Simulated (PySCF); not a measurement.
# C3H5NSi: NMR shifts at several levels of theory, part 1 of 2

How much do the NMR shifts of C3H5NSi (`C#C[SiH2]N=C`) depend on the level of theory, and what does each level cost?

The runs use PySCF 2.14.0, with density-fitted response routines of our own; the level of theory stands in each step. All values are computed, except where a source is named. Atoms count from 0, in the outputs and in this text.

## 1. The starting structure

10 atoms, charge 0, multiplicity 1; geometry from: PBE0-D3(BJ)/def2-SVP.

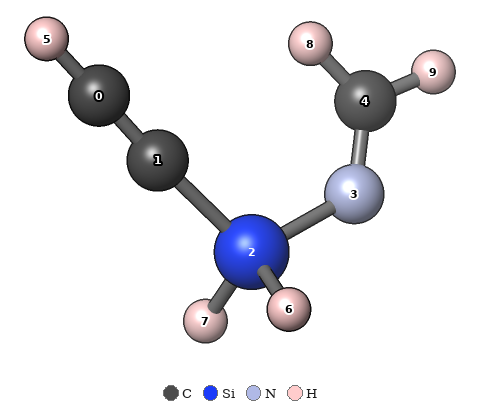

As it starts; carbon dark grey, silicon blue, nitrogen light blue, hydrogen pink, atoms numbered.

## 2. Shielding tensors: PBE0/pcSseg-2

The job: settings as JSON, then the geometry in Å.

```
{"job": {"kind": "nmr", "xc": "PBE0", "basis": "pcSseg-2", "pop": false}, "charge": 0, "multiplicity": 1}
C      2.215474    -0.971579    -0.088157
C      1.408537    -0.059725    -0.112485
Si     0.100404     1.236143    -0.136811
N     -1.499078     0.552933     0.065513
C     -1.765718    -0.671346     0.214667
H      2.938087    -1.768936    -0.066915
H      0.336117     2.196269     0.975057
H      0.136450     1.947575    -1.442758
H     -1.005420    -1.481487     0.233587
H     -2.814407    -1.001104     0.337094
```

Level: GIAO PBE0/pcSseg-2 NMR shielding, non-relativistic, gas phase.

Launch:

```
OMP_NUM_THREADS=1 python probes_run.py task.json out
```

One launch serves the whole session: the jobs run in the order shown.

Output:

```text
coarse grid: 9048 points
cycle   1  E = -461.1785367013  dE =  3.770e-01  |g| = 4.841e-01  |ddm| = 2.492e+00
cycle   2  E = -461.1102819345  dE =  6.825e-02  |g| = 7.239e-01  |ddm| = 1.383e+00
cycle   3  E = -461.2267802945  dE = -1.165e-01  |g| = 1.641e-01  |ddm| = 8.534e-01
cycle   4  E = -461.2328264034  dE = -6.046e-03  |g| = 3.989e-02  |ddm| = 1.648e-01
cycle   5  E = -461.2330496240  dE = -2.232e-04  |g| = 2.919e-02  |ddm| = 4.822e-02
cycle   6  E = -461.2332566999  dE = -2.071e-04  |g| = 3.199e-03  |ddm| = 2.248e-02
cycle   7  E = -461.2332592603  dE = -2.560e-06  |g| = 5.188e-04  |ddm| = 3.741e-03
final grid: 83408 points
cycle   8  E = -461.2418025229  dE = -4.892e-05  |g| = 5.407e-03  |ddm| = 4.706e-02
cycle   9  E = -461.2418000208  dE =  2.502e-06  |g| = 6.377e-03  |ddm| = 1.267e-02
cycle  10  E = -461.2418094279  dE = -9.407e-06  |g| = 1.278e-03  |ddm| = 7.227e-03
cycle  11  E = -461.2418097485  dE = -3.207e-07  |g| = 4.372e-04  |ddm| = 1.208e-03
cycle  12  E = -461.2418097899  dE = -4.135e-08  |g| = 8.133e-05  |ddm| = 3.594e-04
cycle  13  E = -461.2418097908  dE = -8.962e-10  |g| = 5.125e-05  |ddm| = 1.068e-04
cycle  14  E = -461.2418097914  dE = -6.263e-10  |g| = 1.427e-05  |ddm| = 4.134e-05
converged SCF energy = -461.2418097914

GIAO shielding tensors (ppm)
atom      isotropic    diamagn.    paramagn.     s11        s22        s33       span
  0 C       76.064     263.490    -187.427     -9.752     -3.802    241.745    251.497
  1 C       98.465     258.702    -160.237     -0.517      7.471    288.441    288.958
  2 Si     398.301     878.206    -479.904    361.908    390.833    442.163     80.255
  3 N     -147.435     324.669    -472.105   -537.765   -186.773    282.232    819.997
  4 C        0.966     251.755    -250.789   -100.275    -24.541    127.715    227.990
  5 H       28.874      31.383      -2.508     24.079     24.491     38.053     13.975
  6 H       26.116      29.179      -3.063     23.372     24.951     30.025      6.653
  7 H       26.114      29.183      -3.069     23.368     24.953     30.021      6.653
  8 H       22.370      32.503     -10.133     20.976     21.524     24.610      3.634
  9 H       22.460      27.910      -5.450     21.809     22.337     23.233      1.423
```

It took 24 s on 1 thread of Arm Neoverse V1, shared host; peak memory 1.1 GiB.

Shifts follow as δ = σ(reference) − σ, with reference shieldings (ppm) from runs at the same level and on the same kind of geometry: ¹H TMS 31.25, ¹³C TMS 184.1, ²⁹Si TMS 341.3, ¹⁵N NH3 261.7. The references are single molecules in the gas phase, so shifts against H2O, NH3, PH3, H3PO4 or CFCl3 are not on the usual liquid scales and can be off by tens of ppm. Atoms listed in one row are averaged.

| atoms | environment | σ (ppm) | δ (ppm) |
| --- | --- | --- | --- |
| C4 | C=N carbon | 1.0 | 183.2 |
| C0 | terminal alkyne carbon | 76.1 | 108.1 |
| C1 | alkyne carbon | 98.5 | 85.7 |
| H8 | hydrogen on a C=N carbon | 22.37 | 8.88 |
| H9 | hydrogen on a C=N carbon | 22.46 | 8.79 |
| H6, H7 | hydrogen on a silicon bonded to C, N | 26.12 | 5.13 |
| H5 | hydrogen on a terminal alkyne carbon | 28.87 | 2.37 |
| Si2 | silicon bonded to C, N, 2 H | 398.3 | -57.0 |
| N3 | imine nitrogen | -147.4 | 409.1 |

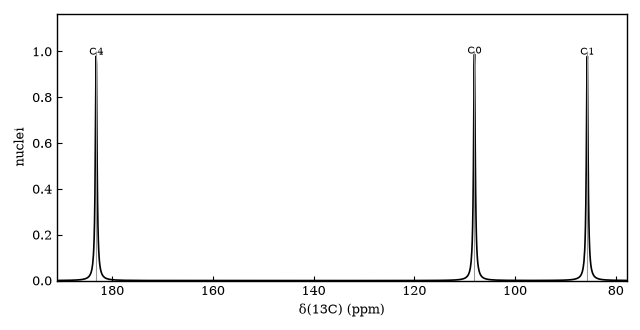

¹³C lines at the computed shifts, without couplings. Lines are broadened to a width of 0.39 ppm (Lorentzian).

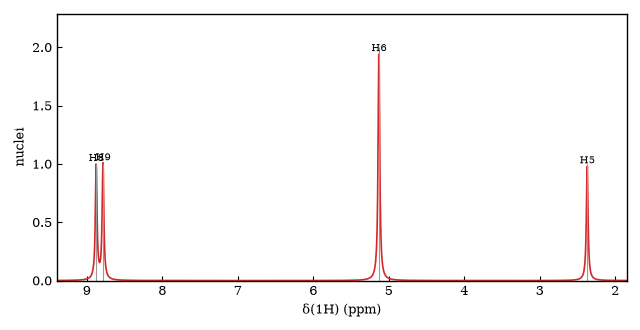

¹H lines at the computed shifts, without couplings. Lines are broadened to a width of 0.03 ppm (Lorentzian).

## 3. Shielding tensors: mPW1PW91/pcSseg-2

The job, as its differences from that of step 2:

```diff
@@ -1,2 +1,2 @@
-{"job": {"kind": "nmr", "xc": "PBE0", "basis": "pcSseg-2", "pop": false}, "charge": 0, "multiplicity": 1}
+{"job": {"kind": "nmr", "xc": "mPW1PW91", "basis": "pcSseg-2", "pop": false}, "charge": 0, "multiplicity": 1}
 C      2.215474    -0.971579    -0.088157
```

With the program's defaults for keys left out, this is: GIAO mPW1PW91/pcSseg-2 NMR shielding, non-relativistic, gas phase.

Output:

```text
coarse grid: 9048 points
cycle   1  E = -461.4745520867  dE =  3.773e-01  |g| = 4.921e-01  |ddm| = 2.478e+00
cycle   2  E = -461.4029844105  dE =  7.157e-02  |g| = 7.395e-01  |ddm| = 1.467e+00
cycle   3  E = -461.5247031382  dE = -1.217e-01  |g| = 1.647e-01  |ddm| = 9.085e-01
cycle   4  E = -461.5308361197  dE = -6.133e-03  |g| = 3.995e-02  |ddm| = 1.644e-01
cycle   5  E = -461.5310470422  dE = -2.109e-04  |g| = 3.003e-02  |ddm| = 4.788e-02
cycle   6  E = -461.5312672259  dE = -2.202e-04  |g| = 3.058e-03  |ddm| = 2.354e-02
cycle   7  E = -461.5312695593  dE = -2.333e-06  |g| = 5.437e-04  |ddm| = 3.761e-03
final grid: 83408 points
cycle   8  E = -461.5395206718  dE = -4.182e-05  |g| = 3.998e-03  |ddm| = 6.454e-02
cycle   9  E = -461.5395192847  dE =  1.387e-06  |g| = 4.730e-03  |ddm| = 9.219e-03
cycle  10  E = -461.5395244045  dE = -5.120e-06  |g| = 9.489e-04  |ddm| = 5.367e-03
cycle  11  E = -461.5395245747  dE = -1.701e-07  |g| = 3.944e-04  |ddm| = 9.446e-04
cycle  12  E = -461.5395246084  dE = -3.368e-08  |g| = 9.100e-05  |ddm| = 3.049e-04
cycle  13  E = -461.5395246098  dE = -1.414e-09  |g| = 4.917e-05  |ddm| = 1.043e-04
cycle  14  E = -461.5395246104  dE = -6.061e-10  |g| = 9.787e-06  |ddm| = 3.895e-05
converged SCF energy = -461.5395246104

GIAO shielding tensors (ppm)
atom      isotropic    diamagn.    paramagn.     s11        s22        s33       span
  0 C       75.762     263.940    -188.178    -10.300     -4.449    242.035    252.335
  1 C       98.061     258.071    -160.010     -1.044      6.685    288.541    289.585
  2 Si     397.270     878.426    -481.156    361.370    389.966    440.474     79.104
  3 N     -147.869     324.522    -472.391   -537.327   -187.824    281.544    818.871
  4 C        0.575     251.949    -251.374   -101.254    -24.088    127.066    228.320
  5 H       28.933      31.353      -2.420     24.148     24.554     38.096     13.948
  6 H       26.200      29.278      -3.078     23.458     25.035     30.107      6.649
  7 H       26.198      29.281      -3.083     23.454     25.037     30.103      6.648
  8 H       22.446      32.529     -10.083     21.043     21.579     24.717      3.674
  9 H       22.536      27.907      -5.371     21.891     22.413     23.304      1.413
```

It took 24 s on 1 thread of Arm Neoverse V1, shared host; peak memory 0.98 GiB.

This run: δ C4 183.0, C0 107.8, C1 85.5, Si2 -57.3, H8 8.85, H9 8.76 ppm.

## 4. Nuclear shieldings: WP04/pcSseg-2

The job, as its differences from that of step 3:

```diff
@@ -1,2 +1,2 @@
-{"job": {"kind": "nmr", "xc": "mPW1PW91", "basis": "pcSseg-2", "pop": false}, "charge": 0, "multiplicity": 1}
+{"job": {"kind": "nmr", "xc": "WP04", "basis": "pcSseg-2", "pop": false}, "charge": 0, "multiplicity": 1}
 C      2.215474    -0.971579    -0.088157
```

Level: GIAO WP04/pcSseg-2 NMR shielding, non-relativistic, gas phase.

Output:

```text
coarse grid: 9048 points
cycle   1  E = -468.7915423254  dE =  3.616e-01  |g| = 7.524e-01  |ddm| = 2.424e+00
cycle   2  E = -468.5142528942  dE =  2.773e-01  |g| = 1.277e+00  |ddm| = 2.106e+00
cycle   3  E = -468.8949277018  dE = -3.807e-01  |g| = 3.299e-01  |ddm| = 1.590e+00
cycle   4  E = -468.9202723098  dE = -2.534e-02  |g| = 7.790e-02  |ddm| = 2.843e-01
cycle   5  E = -468.9203223583  dE = -5.005e-05  |g| = 7.799e-02  |ddm| = 9.675e-02
cycle   6  E = -468.9218272086  dE = -1.505e-03  |g| = 1.007e-02  |ddm| = 5.502e-02
cycle   7  E = -468.9218479752  dE = -2.077e-05  |g| = 2.240e-03  |ddm| = 8.584e-03
cycle   8  E = -468.9218492342  dE = -1.259e-06  |g| = 5.706e-04  |ddm| = 2.575e-03
final grid: 83408 points
cycle   9  E = -468.9382109981  dE = -6.933e-05  |g| = 4.953e-03  |ddm| = 5.899e-02
cycle  10  E = -468.9382074711  dE =  3.527e-06  |g| = 6.214e-03  |ddm| = 1.123e-02
cycle  11  E = -468.9382158764  dE = -8.405e-06  |g| = 1.995e-03  |ddm| = 6.440e-03
cycle  12  E = -468.9382166697  dE = -7.933e-07  |g| = 6.511e-04  |ddm| = 1.570e-03
cycle  13  E = -468.9382167540  dE = -8.428e-08  |g| = 2.789e-04  |ddm| = 5.485e-04
cycle  14  E = -468.9382167677  dE = -1.366e-08  |g| = 1.377e-04  |ddm| = 2.607e-04
cycle  15  E = -468.9382167725  dE = -4.874e-09  |g| = 1.643e-05  |ddm| = 9.719e-05
cycle  16  E = -468.9382167726  dE = -6.696e-11  |g| = 3.785e-06  |ddm| = 1.654e-05
converged SCF energy = -468.9382167726

GIAO shielding tensors (ppm)
atom      isotropic    diamagn.    paramagn.     s11        s22        s33       span
  0 C       73.341     266.139    -192.797    -15.416    -10.601    246.041    261.457
  1 C       92.998     263.850    -170.852     -7.371     -1.442    287.807    295.178
  2 Si     391.097     879.311    -488.214    362.637    384.654    426.000     63.363
  3 N     -148.771     322.544    -471.315   -518.944   -194.287    266.916    785.861
  4 C       -7.090     252.225    -259.315   -113.223    -23.523    115.476    228.700
  5 H       29.479      31.211      -1.732     24.781     25.156     38.498     13.717
  6 H       27.183      29.429      -2.247     24.493     25.966     31.088      6.595
  7 H       27.181      29.433      -2.252     24.490     25.968     31.085      6.595
  8 H       23.137      33.310     -10.173     21.760     22.160     25.491      3.731
  9 H       23.277      28.298      -5.020     22.643     23.126     24.064      1.421
```

Wall time 25 s (1 thread of Arm Neoverse V1, shared host); peak memory 0.98 GiB.

Key values: δ C4 179.2, C0 98.8, C1 79.1, Si2 -63.1, H8 8.47, H9 8.33 ppm.

## 5. Shielding tensors: B97-2/pcSseg-2

The job, as its differences from that of step 4:

```diff
@@ -1,2 +1,2 @@
-{"job": {"kind": "nmr", "xc": "WP04", "basis": "pcSseg-2", "pop": false}, "charge": 0, "multiplicity": 1}
+{"job": {"kind": "nmr", "xc": "B97-2", "basis": "pcSseg-2", "pop": false}, "charge": 0, "multiplicity": 1}
 C      2.215474    -0.971579    -0.088157
```

With the program's defaults for keys left out, this is: GIAO B97-2/pcSseg-2 NMR shielding, non-relativistic, gas phase.

Output:

```text
coarse grid: 9048 points
cycle   1  E = -461.4600149051  dE =  3.658e-01  |g| = 4.977e-01  |ddm| = 2.505e+00
cycle   2  E = -461.3748847533  dE =  8.513e-02  |g| = 7.757e-01  |ddm| = 1.480e+00
cycle   3  E = -461.5110206174  dE = -1.361e-01  |g| = 1.768e-01  |ddm| = 9.552e-01
cycle   4  E = -461.5182460586  dE = -7.225e-03  |g| = 4.202e-02  |ddm| = 1.768e-01
cycle   5  E = -461.5184450040  dE = -1.989e-04  |g| = 3.377e-02  |ddm| = 4.957e-02
cycle   6  E = -461.5187276085  dE = -2.826e-04  |g| = 3.120e-03  |ddm| = 2.534e-02
cycle   7  E = -461.5187300860  dE = -2.477e-06  |g| = 5.765e-04  |ddm| = 4.189e-03
final grid: 83408 points
cycle   8  E = -461.5238898987  dE = -6.010e-05  |g| = 3.236e-03  |ddm| = 1.034e-01
cycle   9  E = -461.5238899594  dE = -6.067e-08  |g| = 1.942e-03  |ddm| = 2.838e-03
cycle  10  E = -461.5238902323  dE = -2.729e-07  |g| = 1.427e-03  |ddm| = 2.112e-03
cycle  11  E = -461.5238907091  dE = -4.768e-07  |g| = 3.853e-04  |ddm| = 1.078e-03
cycle  12  E = -461.5238907449  dE = -3.583e-08  |g| = 9.585e-05  |ddm| = 3.495e-04
cycle  13  E = -461.5238907464  dE = -1.498e-09  |g| = 5.623e-05  |ddm| = 8.469e-05
cycle  14  E = -461.5238907471  dE = -7.059e-10  |g| = 4.564e-06  |ddm| = 4.740e-05
converged SCF energy = -461.5238907471

GIAO shielding tensors (ppm)
atom      isotropic    diamagn.    paramagn.     s11        s22        s33       span
  0 C       79.273     264.013    -184.740     -5.385      0.158    243.046    248.431
  1 C      100.775     258.812    -158.036      3.618     11.051    287.657    284.039
  2 Si     405.281     878.351    -473.070    370.619    398.344    446.881     76.262
  3 N     -136.295     324.825    -461.120   -511.835   -177.522    280.474    792.310
  4 C        4.689     252.311    -247.623    -95.145    -17.556    126.767    221.912
  5 H       28.995      31.626      -2.631     24.181     24.589     38.214     14.033
  6 H       26.338      29.353      -3.016     23.600     25.168     30.245      6.645
  7 H       26.336      29.357      -3.021     23.596     25.170     30.241      6.645
  8 H       22.532      32.756     -10.224     21.224     21.642     24.730      3.506
  9 H       22.654      27.865      -5.211     21.976     22.649     23.338      1.362
```

Run time: 24 s. Hardware: 1 thread of Arm Neoverse V1, shared host; peak memory 0.98 GiB.

This run: δ C4 178.8, C0 104.2, C1 82.7, Si2 -57.7, H8 8.83, H9 8.71 ppm.

## 6. NMR shieldings: BHandHLYP/pcSseg-2

The job, as its differences from that of step 5:

```diff
@@ -1,2 +1,2 @@
-{"job": {"kind": "nmr", "xc": "B97-2", "basis": "pcSseg-2", "pop": false}, "charge": 0, "multiplicity": 1}
+{"job": {"kind": "nmr", "xc": "BHandHLYP", "basis": "pcSseg-2", "pop": false}, "charge": 0, "multiplicity": 1}
 C      2.215474    -0.971579    -0.088157
```

With the program's defaults for keys left out, this is: GIAO BHandHLYP/pcSseg-2 NMR shielding, non-relativistic, gas phase.

Output:

```text
coarse grid: 9048 points
cycle   1  E = -461.4119298331  dE =  4.226e-01  |g| = 4.522e-01  |ddm| = 2.443e+00
cycle   2  E = -461.4079495541  dE =  3.980e-03  |g| = 5.061e-01  |ddm| = 1.055e+00
cycle   3  E = -461.4620624074  dE = -5.411e-02  |g| = 9.237e-02  |ddm| = 4.882e-01
cycle   4  E = -461.4638731129  dE = -1.811e-03  |g| = 3.451e-02  |ddm| = 1.010e-01
cycle   5  E = -461.4641445806  dE = -2.715e-04  |g| = 1.337e-02  |ddm| = 5.619e-02
cycle   6  E = -461.4641865097  dE = -4.193e-05  |g| = 3.134e-03  |ddm| = 1.277e-02
cycle   7  E = -461.4641893980  dE = -2.888e-06  |g| = 7.465e-04  |ddm| = 4.065e-03
final grid: 83408 points
cycle   8  E = -461.4737276353  dE = -1.594e-05  |g| = 1.753e-03  |ddm| = 2.549e-02
cycle   9  E = -461.4737279945  dE = -3.592e-07  |g| = 1.187e-03  |ddm| = 3.860e-03
cycle  10  E = -461.4737283298  dE = -3.352e-07  |g| = 2.102e-04  |ddm| = 1.520e-03
cycle  11  E = -461.4737283356  dE = -5.853e-09  |g| = 1.288e-04  |ddm| = 2.529e-04
cycle  12  E = -461.4737283391  dE = -3.436e-09  |g| = 3.620e-05  |ddm| = 1.124e-04
cycle  13  E = -461.4737283394  dE = -3.122e-10  |g| = 7.544e-06  |ddm| = 3.206e-05
converged SCF energy = -461.4737283394

GIAO shielding tensors (ppm)
atom      isotropic    diamagn.    paramagn.     s11        s22        s33       span
  0 C       76.203     262.140    -185.937    -10.377     -4.330    243.315    253.692
  1 C       98.683     257.241    -158.558     -1.946      6.022    291.974    293.920
  2 Si     404.541     877.010    -472.469    372.148    396.223    445.252     73.104
  3 N     -153.191     324.523    -477.713   -550.349   -195.636    286.413    836.762
  4 C        3.305     250.053    -246.748   -106.295    -13.811    130.021    236.316
  5 H       29.003      31.857      -2.854     24.178     24.566     38.265     14.086
  6 H       26.577      29.254      -2.677     23.789     25.316     30.627      6.838
  7 H       26.576      29.258      -2.682     23.785     25.318     30.623      6.838
  8 H       22.826      32.511      -9.685     21.363     21.794     25.321      3.958
  9 H       22.882      28.052      -5.170     21.994     22.872     23.779      1.785
```

It took 23 s on 1 thread of Arm Neoverse V1, shared host; peak memory 0.98 GiB.

This run: δ C4 181.0, C0 108.1, C1 85.6, Si2 -58.8, H8 8.62, H9 8.57 ppm.

## 7. NMR shieldings: CAM-B3LYP/pcSseg-2

The job, as its differences from that of step 6:

```diff
@@ -1,2 +1,2 @@
-{"job": {"kind": "nmr", "xc": "BHandHLYP", "basis": "pcSseg-2", "pop": false}, "charge": 0, "multiplicity": 1}
+{"job": {"kind": "nmr", "xc": "CAM-B3LYP", "basis": "pcSseg-2", "pop": false}, "charge": 0, "multiplicity": 1}
 C      2.215474    -0.971579    -0.088157
```

With the program's defaults for keys left out, this is: GIAO CAM-B3LYP/pcSseg-2 NMR shielding, non-relativistic, gas phase.

Output:

```text
coarse grid: 9048 points
cycle   1  E = -461.4267240890  dE =  3.919e-01  |g| = 4.910e-01  |ddm| = 2.389e+00
cycle   2  E = -461.4054254025  dE =  2.130e-02  |g| = 6.114e-01  |ddm| = 1.137e+00
cycle   3  E = -461.4822783459  dE = -7.685e-02  |g| = 9.754e-02  |ddm| = 5.764e-01
cycle   4  E = -461.4843014243  dE = -2.023e-03  |g| = 3.117e-02  |ddm| = 1.083e-01
cycle   5  E = -461.4845140081  dE = -2.126e-04  |g| = 1.229e-02  |ddm| = 5.052e-02
cycle   6  E = -461.4845471994  dE = -3.319e-05  |g| = 3.716e-03  |ddm| = 1.249e-02
cycle   7  E = -461.4845508300  dE = -3.631e-06  |g| = 6.527e-04  |ddm| = 3.847e-03
final grid: 83408 points
cycle   8  E = -461.4981286854  dE = -2.596e-05  |g| = 2.443e-03  |ddm| = 2.771e-02
cycle   9  E = -461.4981290966  dE = -4.112e-07  |g| = 1.982e-03  |ddm| = 4.712e-03
cycle  10  E = -461.4981299382  dE = -8.416e-07  |g| = 4.798e-04  |ddm| = 2.283e-03
cycle  11  E = -461.4981299745  dE = -3.632e-08  |g| = 2.086e-04  |ddm| = 4.482e-04
cycle  12  E = -461.4981299836  dE = -9.114e-09  |g| = 4.130e-05  |ddm| = 1.720e-04
cycle  13  E = -461.4981299839  dE = -3.344e-10  |g| = 1.344e-05  |ddm| = 4.101e-05
converged SCF energy = -461.4981299839

GIAO shielding tensors (ppm)
atom      isotropic    diamagn.    paramagn.     s11        s22        s33       span
  0 C       73.735     261.751    -188.016    -13.940     -7.588    242.732    256.673
  1 C       95.166     258.350    -163.184     -6.800      1.684    290.615    297.416
  2 Si     389.099     876.987    -487.887    352.206    381.369    433.723     81.517
  3 N     -157.849     323.936    -481.786   -559.783   -197.394    283.629    843.412
  4 C       -2.016     249.493    -251.509   -106.395    -27.011    127.358    233.754
  5 H       28.956      31.466      -2.510     24.172     24.567     38.129     13.957
  6 H       26.326      29.046      -2.720     23.603     25.165     30.211      6.609
  7 H       26.325      29.051      -2.727     23.599     25.167     30.208      6.609
  8 H       22.564      32.105      -9.541     21.169     21.727     24.796      3.627
  9 H       22.660      28.287      -5.627     21.856     22.675     23.449      1.592
```

Wall time 32 s (1 thread of Arm Neoverse V1, shared host); peak memory 1.1 GiB.

This run: δ C4 184.6, C0 108.8, C1 87.4, Si2 -60.1, H8 8.77, H9 8.68 ppm.

## 8. Nuclear shieldings: wB97X-D/pcSseg-2

The job, as its differences from that of step 7:

```diff
@@ -1,2 +1,2 @@
-{"job": {"kind": "nmr", "xc": "CAM-B3LYP", "basis": "pcSseg-2", "pop": false}, "charge": 0, "multiplicity": 1}
+{"job": {"kind": "nmr", "xc": "wB97X-D", "basis": "pcSseg-2", "pop": false}, "charge": 0, "multiplicity": 1}
 C      2.215474    -0.971579    -0.088157
```

Method: GIAO wB97X-D/pcSseg-2 NMR shielding, non-relativistic, gas phase.

Output:

```text
coarse grid: 9048 points
cycle   1  E = -461.4382223484  dE =  3.964e-01  |g| = 4.879e-01  |ddm| = 2.440e+00
cycle   2  E = -461.4349974531  dE =  3.225e-03  |g| = 5.483e-01  |ddm| = 9.804e-01
cycle   3  E = -461.4960365452  dE = -6.104e-02  |g| = 7.911e-02  |ddm| = 4.469e-01
cycle   4  E = -461.4974528245  dE = -1.416e-03  |g| = 2.902e-02  |ddm| = 9.900e-02
cycle   5  E = -461.4976585501  dE = -2.057e-04  |g| = 8.850e-03  |ddm| = 5.338e-02
cycle   6  E = -461.4976754405  dE = -1.689e-05  |g| = 4.143e-03  |ddm| = 1.288e-02
cycle   7  E = -461.4976802087  dE = -4.768e-06  |g| = 6.445e-04  |ddm| = 5.911e-03
final grid: 83408 points
cycle   8  E = -461.5102255002  dE = -1.179e-04  |g| = 5.722e-03  |ddm| = 9.839e-02
cycle   9  E = -461.5102232897  dE =  2.211e-06  |g| = 6.634e-03  |ddm| = 9.176e-03
cycle  10  E = -461.5102318817  dE = -8.592e-06  |g| = 8.203e-04  |ddm| = 4.637e-03
cycle  11  E = -461.5102320144  dE = -1.328e-07  |g| = 3.135e-04  |ddm| = 8.713e-04
cycle  12  E = -461.5102320372  dE = -2.275e-08  |g| = 1.173e-04  |ddm| = 3.129e-04
cycle  13  E = -461.5102320406  dE = -3.379e-09  |g| = 4.162e-05  |ddm| = 1.331e-04
cycle  14  E = -461.5102320412  dE = -6.446e-10  |g| = 1.152e-05  |ddm| = 6.815e-05
converged SCF energy = -461.5102320412

GIAO shielding tensors (ppm)
atom      isotropic    diamagn.    paramagn.     s11        s22        s33       span
  0 C       75.418     263.386    -187.968    -11.558     -5.597    243.410    254.968
  1 C       98.295     257.895    -159.600     -1.752      6.301    290.336    292.088
  2 Si     397.730     877.556    -479.826    361.330    390.293    441.567     80.237
  3 N     -149.843     323.738    -473.581   -543.745   -189.842    284.057    827.803
  4 C        0.451     251.398    -250.946   -103.052    -24.180    128.586    231.638
  5 H       28.955      31.715      -2.760     24.128     24.528     38.210     14.082
  6 H       26.335      29.099      -2.764     23.594     25.163     30.249      6.655
  7 H       26.333      29.102      -2.769     23.590     25.165     30.245      6.655
  8 H       22.568      32.480      -9.913     21.114     21.739     24.849      3.735
  9 H       22.652      27.855      -5.203     21.996     22.533     23.429      1.432
```

It took 32 s on 1 thread of Arm Neoverse V1, shared host; peak memory 1.1 GiB.

Key values: δ C4 184.0, C0 109.0, C1 86.1, Si2 -57.0, H8 8.79, H9 8.70 ppm.

(Continued in part 2 of 2.)
